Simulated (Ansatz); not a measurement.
C$_{3}$O$_{2}$: several calculations on one system

### Relaxation

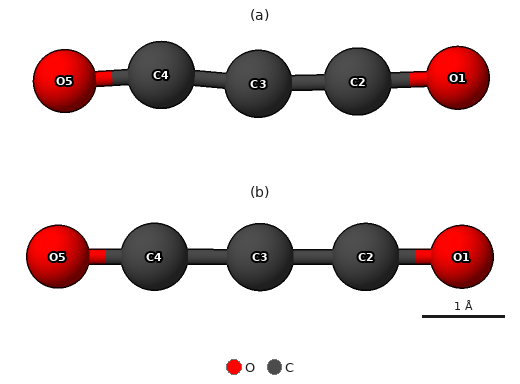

The structure of C3O2 (coarse preliminary run) before (top) and after (bottom) a relaxation, at one scale.

Style: ball-and-stick. Shown face on.

All numbers below come from RKS PBE-D4/def2-SVP in Ansatz 0.2.0. (force threshold 0.03 eV/Å; at most 250 steps)

> What changed between the two?

The atom that moves furthest after the best rigid fit is C4 (0.10 Å). By element the largest moves are C 0.10 Å, O 0.08 Å. Near-neighbour distances that change, for instance: C3–C4 1.192 → 1.290 Å, C2–C3 1.212 → 1.289 Å, O1–C2 1.225 → 1.176 Å. Bond angles that change, for instance: C3–C4–O5 171.2° → 179.9°, C2–C3–C4 173.5° → 179.7°. The optimiser took 3 steps.

### Relaxation

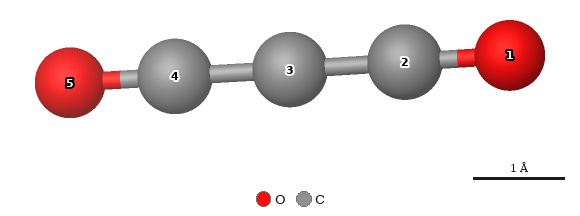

This is the input geometry for a relaxation of C3O2. Style: ball-and-stick. Shown at a tilt.

Level of theory: RKS PBE0-D4/def2-TZVP in Ansatz.

Input file:
```yaml
crystal:
  periodic: [false, false, false]
  atoms:
    - {symbol: O, position_ang: [0.315521, -2.098901, 1.272527]}
    - {symbol: C, position_ang: [0.168173, -1.105118, 0.661746]}
    - {symbol: C, position_ang: [0.006356, -0.015144, -0.008004]}
    - {symbol: C, position_ang: [-0.148871, 1.075964, -0.677556]}
    - {symbol: O, position_ang: [-0.291280, 2.069499, -1.290113]}
basis:
  gaussian: {orbitals: def2-TZVP}
hamiltonian: {xc: pbe0, dispersion: d4}
relax: {f_tol: 0.005, max_steps: 200}
```

What does the optimiser find from here?

Over 3 geometry steps the energy falls by 1.61 kcal/mol. Largest force component: 1.8 eV/Å at the start, 0.00084 eV/Å at the end. The largest moves after the best rigid fit, 0.038 Å, are those of O1 and O5. Largest moves by element: O 0.038 Å, C 0.018 Å. Near-neighbour distances that change, for instance: C4–O5 1.176 → 1.155 Å, C2–C3 1.289 → 1.272 Å.

Final geometry:

```xyz
5

O     0.3094   -2.0668    1.2529
C     0.1663   -1.0900    0.6526
C     0.0086   -0.0148   -0.0081
C    -0.1466    1.0605   -0.6692
O    -0.2879    2.0375   -1.2697
```

### Scan

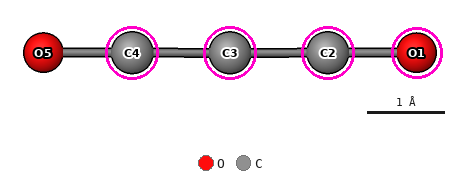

C$_{3}$O$_{2}$: the C3–C4 distance and the O1–C2 distance are varied on a grid, with the rest of the molecule carried along rigidly. The picture shows the minimum geometry. The ringed atoms are those of the scanned coordinate. The picture is a ball-and-stick view, seen face on.

Level of theory: CCSD(T) (def2-TZVPP, Ansatz), on geometries moved rigidly from the minimum at PBE0-D4/def2-TZVP. Coupled cluster with a frozen core. Energies are counted from the PBE0-D4/def2-TZVP minimum geometry at the same level.

Input
```yaml
crystal:
  periodic: [false, false, false]
  atoms:
    - {symbol: O, position_ang: [0.309420, -2.066832, 1.252919]}
    - {symbol: C, position_ang: [0.166343, -1.090030, 0.652628]}
    - {symbol: C, position_ang: [0.008621, -0.014839, -0.008119]}
    - {symbol: C, position_ang: [-0.146621, 1.060535, -0.669156]}
    - {symbol: O, position_ang: [-0.287863, 2.037466, -1.269672]}
basis:
  gaussian: {orbitals: def2-TZVPP}
correlation: {method: ccsd_t}
```

Q: What energies does the calculation give on a grid with rows 1.145, 1.182, 1.236, 1.300, 1.370, 1.446, 1.526 and columns 1.017, 1.075, 1.161, 1.261, 1.371, 1.491, 1.618 (C3–C4 distance (Å); O1–C2 distance (Å))?

A: Rows: C3–C4 distance (Å); columns: O1–C2 distance (Å); values in eV.

```csv
,1.017,1.075,1.161,1.261,1.371,1.491,1.618
1.145,2.35,1.33,0.87,1.26,2.26,3.57,4.95
1.182,1.93,0.89,0.42,0.81,1.79,3.09,4.46
1.236,1.60,0.56,0.07,0.44,1.41,2.70,4.05
1.300,1.57,0.51,0.01,0.36,1.31,2.58,3.92
1.370,1.84,0.77,0.25,0.58,1.51,2.76,4.08
1.446,2.37,1.29,0.75,1.06,1.97,3.20,4.50
1.526,3.09,1.99,1.43,1.73,2.62,3.83,5.11
```

In pairs of (C3–C4 distance (Å); O1–C2 distance (Å)): the lowest computed point lies at (1.300, 1.161) (0.01 eV), the highest at (1.526, 1.618) (5.11 eV).  Over the ranges scanned the energy rises more along the second axis, the O1–C2 distance. At 2 of the 50 structures the mean-field solution behind CCSD(T) isn't stable (a lower one of broken symmetry exists), so those energies are less reliable. The T1 diagnostic reaches 0.046, so the single-reference result is less sure there.

As a map, interpolated between the computed points (dots):

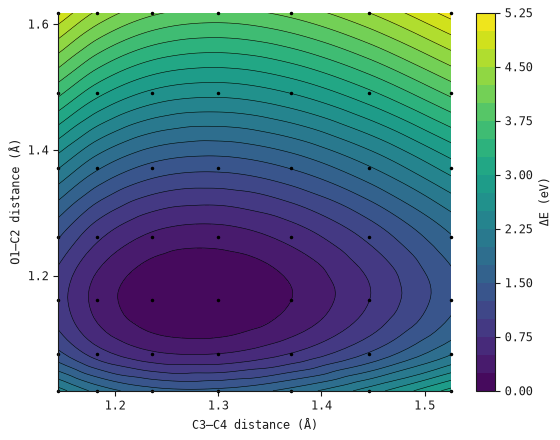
